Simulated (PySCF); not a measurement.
# C$_{5}$H$_{14}$Si$_{2}$: what the fields show

| atom | x (Å) | y (Å) | z (Å) |
| --- | --- | --- | --- |
| C | 3.7375 | -0.3606 | -0.7523 |
| C | 2.6806 | 0.3366 | -1.1377 |
| Si | 1.2477 | 0.8376 | -0.0237 |
| Si | -0.6636 | -0.3600 | -0.5910 |
| C | -0.7604 | -2.0032 | 0.3734 |
| C | -2.2339 | 0.6649 | -0.2070 |
| C | -2.3149 | 1.1097 | 1.2486 |
| H | 4.5276 | -0.6536 | -1.4282 |
| H | 3.8636 | -0.6716 | 0.2726 |
| H | 2.6110 | 0.6213 | -2.1819 |
| H | 1.6828 | 0.6373 | 1.3678 |
| H | 1.0740 | 2.2917 | -0.1880 |
| H | -0.7450 | -0.7029 | -2.0280 |
| H | -1.6820 | -2.5401 | 0.1657 |
| H | -0.7117 | -1.8366 | 1.4462 |
| H | 0.0660 | -2.6568 | 0.1096 |
| H | -3.1286 | 0.0895 | -0.4517 |
| H | -2.2535 | 1.5480 | -0.8480 |
| H | -1.4479 | 1.7122 | 1.5153 |
| H | -3.2098 | 1.7052 | 1.4257 |
| H | -2.3481 | 0.2482 | 1.9122 |

Geometry: GFN2-xTB.

The calculation used PBE0/pcSseg-1, SCF density, gas phase, non-relativistic (PySCF 2.14.0).

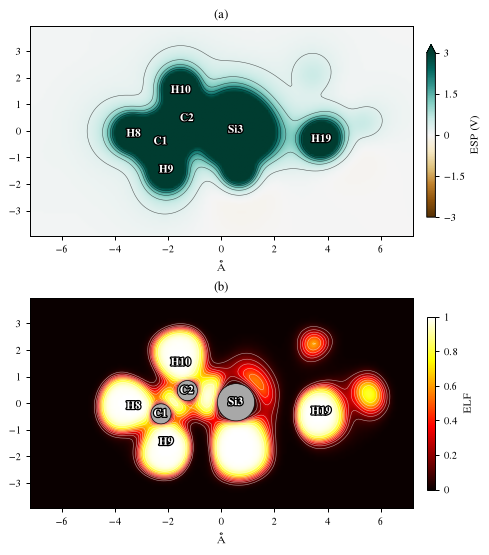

Figure 1. (a) molecular electrostatic potential; (b) electron localisation function on the plane of atoms Si3, C2 and H10. Grey discs cover the atomic cores in the ELF map.

**What do the fields say about this system?**

- The plane passes through C, Si and H nuclei.
- C–C (1.32 Å): the ELF peaks at about 0.90 between the atoms; a short, multiple covalent bond.
- C–Si (1.88 Å): the ELF peaks at about 0.95 between the atoms, as expected for a shared electron pair.
- C–H (1.08 Å): the ELF climbs to about 1 towards the hydrogen, as it does in any bond to H: an ordinary covalent bond to hydrogen.
- The potential has no marked negative region in this plane.

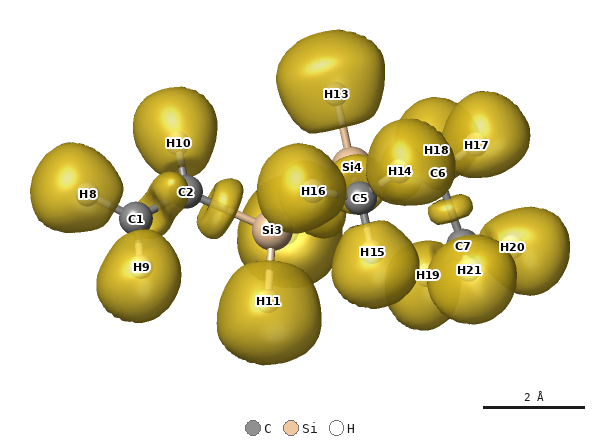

Figure 2. Isosurface of the ELF at 0.8 (yellow), seen from one side. Core shells and regions of very low density are left out.

**Where are the electrons localised?**

The ELF exceeds this value in two regions between bonded C–C atoms (shared pairs), three regions between bonded C–Si atoms (shared pairs), one region between bonded Si–Si atoms (shared pairs) and 14 regions around hydrogen nuclei.

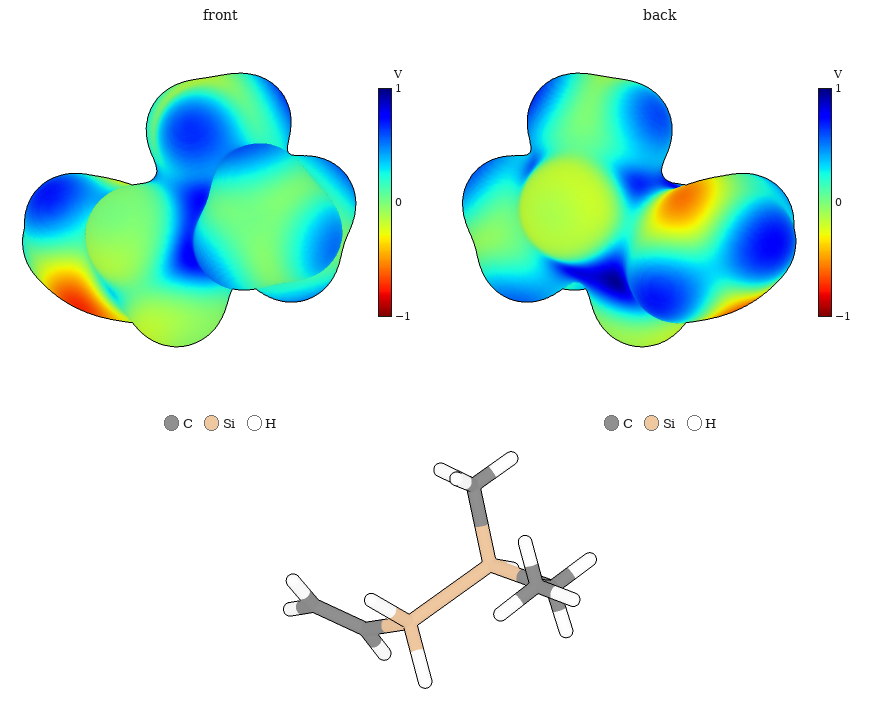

Figure 3. The electrostatic potential painted on the density surface at 0.002 e/bohr³, seen from the front and from behind; red is negative and blue positive. The bare structure is drawn below in the same view.

**Describe the electrostatic potential map.**

The most negative region (about −0.7 V) lies over the π face of C1 and C2, the most positive (about +0.8 V) over Si3 and Si4.

**What dipole moment does the calculation give?**

Its dipole moment is 0.57 D.
